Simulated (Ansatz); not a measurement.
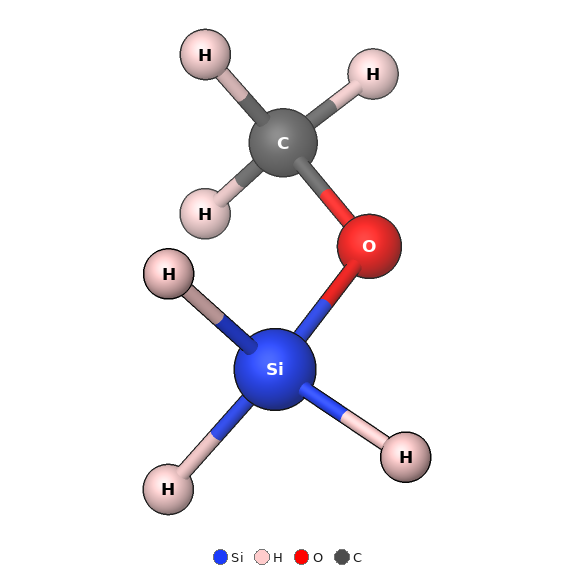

Distant atoms are faded towards the background colour. The computed structure is the end point of a PBE0-D4/def2-TZVP optimisation.

> List the symmetry elements and name the point group.

It has 1 mirror plane, so the point group is Cs. The group has 2 operations. The geometry is achiral, and symmetry allows a dipole moment.
